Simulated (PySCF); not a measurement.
# C5H11FOSi: what the fields show

Input file:

```
{"job": {"kind": "nmr", "xc": "PBE0", "basis": "pcSseg-1"}, "charge": 0, "multiplicity": 1}
C      2.521326    -0.120461    -0.509988
O      1.533773    -0.579597     0.382869
C      0.276577    -0.681804    -0.204583
C     -0.650214     0.508586    -0.238508
Si    -0.125702     2.167619     0.475707
C     -0.907483    -0.644128     0.701062
C     -2.070179    -1.580769     0.479168
F     -2.289222    -1.798438    -0.859806
H      3.460569    -0.126384     0.039279
H      2.602300    -0.782510    -1.380568
H      2.302777     0.896249    -0.855764
H      0.247395    -1.362482    -1.055696
H     -1.303569     0.538751    -1.103268
H      0.378453     2.998465    -0.623360
H     -1.309219     2.792177     1.074407
H      0.901204     1.991056     1.498343
H     -0.699478    -0.484506     1.751057
H     -1.880269    -2.562648     0.927826
H     -2.998840    -1.159927     0.882629
```

Launched as:

```sh
OMP_NUM_THREADS=1 python probes_run.py task.json out
```

Geometry: GFN2-xTB.

Computed with PySCF, PBE0/pcSseg-1, SCF density, gas phase, non-relativistic.

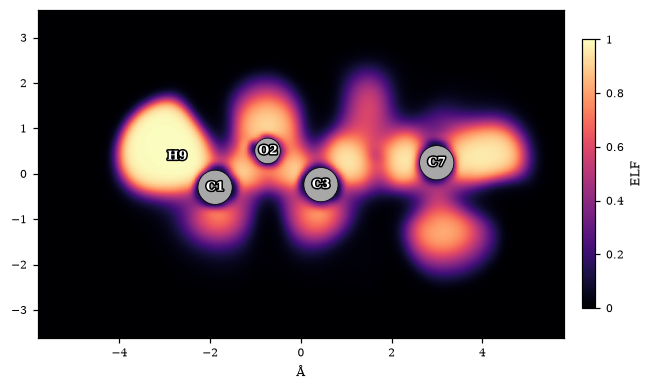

Figure 1. Electron localisation function on the plane of atoms C1, O2 and C3. Grey discs cover the atomic cores.

> What do the fields say about this system?

The plane passes through C, O and H nuclei.
C–O (1.39 Å): the ELF peaks at about 0.90 between the atoms, as expected for a polar covalent bond.
C–H (1.09 Å): the ELF climbs to about 1 towards the hydrogen, as it does in any bond to H: a covalent bond by its length.
The ELF also peaks beside F8 and O2, away from the bonds: lone-pair regions.

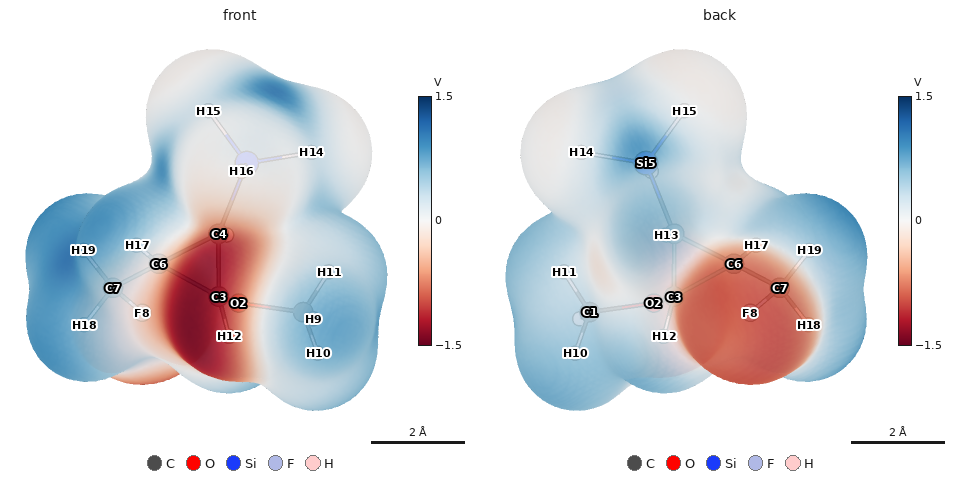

Figure 2. The molecular electrostatic potential painted on the density surface at 0.002 e/bohr³, seen from the front and from behind; the colour scale runs from red (negative) to blue (positive).

> Which sites attract a positive test charge, and which a negative one?

A positive charge is drawn to the negative regions and a negative charge to the positive ones. The most negative region (about −1.4 V) lies over O2, the most positive (about +1.0 V) over Si5 and C7. O2 is the likeliest acceptor of a hydrogen bond.
